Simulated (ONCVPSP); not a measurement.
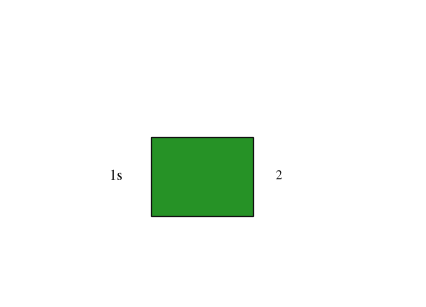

**Figure 1.** The valence shells of the reference configuration: a box for each of the 2l + 1 orbitals, shaded by the share of the shell that is filled, with the electron count at the right. The shells are those of the unaltered input.

# Pseudopotential generation, with input and output: He

- system: helium (He, Z = 2), core none, reference valence 1s2, valence charge 2. (This line and the method describe the unaltered input from which the odd one was made.)
- method: ONCV potential, PBE, scalar-relativistic, made with ONCVPSP 4.0.1

### Input
```
# ATOM AND REFERENCE CONFIGURATION
# atsym  z   nc   nv     iexc    psfile
  He 2.00    0    1        4      upf
#
#   n    l    f
    1    0    2.00
#
# PSEUDOPOTENTIAL AND OPTIMIZATION
# lmax
    1
#
#   l,   rc,      ep,       ncon, nbas, qcut
    0    0.55    0.00    3    6   15.20
    1    0.55    0.21    4    8    1.00
#
# LOCAL POTENTIAL
# lloc, lpopt,  rc(5),   dvloc0
    0    5    0.55    0.00
#
# VANDERBILT-KLEINMAN-BYLANDER PROJECTORs
# l, nproj, debl
    0    0    1.50
    1    2    2.70
#
# MODEL CORE CHARGE
# icmod, fcfact, rcfact
    0    0.00    0.00
#
# LOG DERIVATIVE ANALYSIS
# epsh1, epsh2, depsh
   -2.00    5.00    0.02
#
# OUTPUT GRID
# rlmax, drl
    6.00    0.01
#
# TEST CONFIGURATIONS
# ncnf
    2
# nvcnf
#   n    l    f
    1
    1    0    1.00
#
    1
    1    0    1.50
#
```

Command:
```bash
oncvpsp.x < He.dat > He.out
```

### Output (extracts)
```
ONCVPSP  (Optimized Norm-Conservinng Vanderbilt PSeudopotential)
scalar-relativistic version 4.0.1

#   n    l    f        energy (Ha)
    1    0    2.00    -5.7930928E-01

Reference configufation results
  iterations    27
  all-electron total energy (Ha)   -2.89307390D+00

Begin loop to  construct optimized pseudo wave functions
and semi-local pseudopoentials for all angular momenta

Calculating optimized projector #   1

 for l=   0

    Fraction of norm inside rc  0.284761
    Optimizing pswf for qcut=  15.19 a_B^-1,  ecut= 115.44 Ha
    Residual kinetic energy error=  3.03D-05 Ha

    Energy error per electron        Cutoff
         Ha          eV             Ha
         0.01000     0.27211       47.94
         0.00100     0.02721       77.54
         0.00010     0.00272      102.15
         0.00001     0.00027      245.22

   Wellstate for l =  1  n =  2
     eigenvalue =   0.2100
     asymptotic potential =   0.7100
     half-point radius =  6.6598

   Wellstate for l =  1  n =  3
     eigenvalue =   2.9100
     asymptotic potential =   3.4100
     half-point radius =  2.2383

Calculating optimized projector #   1

 for l=   1

    Fraction of norm inside rc  0.000820
    Optimizing pswf for qcut=   0.99 a_B^-1,  ecut=   0.49 Ha
    Residual kinetic energy error=  5.81D-02 Ha

    Energy error per electron        Cutoff
         Ha          eV             Ha
         0.01000     0.27211        1.11
         0.00100     0.02721        4.75
         0.00010     0.00272       14.71
         0.00001     0.00027       36.12

Calculating optimized projector #   2

 for l=   1

    Fraction of norm inside rc  0.019218
    Optimizing pswf for qcut=   0.99 a_B^-1,  ecut=   0.49 Ha
    Residual kinetic energy error=  1.12D+00 Ha

    Energy error per electron        Cutoff
         Ha          eV             Ha
         0.01000     0.27211        9.88
         0.00100     0.02721       25.62
         0.00010     0.00272       50.56
         0.00001     0.00027      457.84

Construct Vanderbilt / Kleinmman-Bylander projectors

B matrix Hermiticity error, ll=   1
   1   2    2.1386E-06

  Orthonormal projector coefficients  8.7851E+01 -2.3130E+01

Pseudoatom total energy   -2.890987

Diagnostic tests using Vanderbilt-Kleinman-Bylander pseudopotentials
  1 or more projectors used as specified by nproj input data

   l    rcore       rmatch      e in        delta e   norm test  slope test

   0   0.5513508   0.5680910  -0.5793093  -0.0000338   0.9999876   0.9996309

   1   0.5513508   0.5680910   0.2100000   0.0001495   1.0000849   1.0000849
   1   0.5513508   0.5680910   2.9100000   0.0002157   1.0001026   1.0001026

 Testing for bound ghosts
   n   l    E NL Schr. Eq   E Basis Diag.   E Cutoff

 Testing for highly-localized positive-energy ghosts
       l    <radius>/rc     E Basis Diag.   E Cutoff

Test configuration 0

   n   l     f        eae           eps        diff
   1   0  2.0000   -0.57930928   -0.57934312   -3.38D-05

    Total energies and differences
      AE_ref= -2.89307390D+00  AE_tst= -2.89307390D+00  dif=  0.00D+00
      PS_ref= -2.89098693D+00  PS_tst= -2.89098693D+00  dif= -7.99D-15
      PSP excitation error=  7.99D-15

Test configuration 1

   n   l     f        eae           eps        diff
   1   0  1.0000   -1.43799912   -1.43742607    5.73D-04

    Total energies and differences
      AE_ref= -2.89307390D+00  AE_tst= -1.90214675D+00  dif=  9.91D-01
      PS_ref= -2.89098693D+00  PS_tst= -1.90020389D+00  dif=  9.91D-01
      PSP excitation error=  1.44D-04

Test configuration 2

   n   l     f        eae           eps        diff
   1   0  1.5000   -0.98198678   -0.98190218    8.46D-05

    Total energies and differences
      AE_ref= -2.89307390D+00  AE_tst= -2.50527560D+00  dif=  3.88D-01
      PS_ref= -2.89098693D+00  PS_tst= -2.50319032D+00  dif=  3.88D-01
      PSP excitation error=  1.69D-06
```

### What the run reported

| quantity | value |
| --- | --- |
| outcome | generated |
| ghost flags of the generator | 0 GHOST(-), 0 GHOST(+) |
| largest excitation error printed | 3.9 meV |
| hardware | 1 CPU thread, shared host |
| wall time | 3 s |

### What is odd here

This input holds a deliberate oddity: qcut of l = 1 set to 1.00. The program ran to the end. The all-electron atom is untouched: its total energy equals that from the unaltered input (−2.8931 Ha). The pseudo-atom's energy and ghost flags in the reference configuration are also those from the unaltered input, so the oddity leaves no trace there.
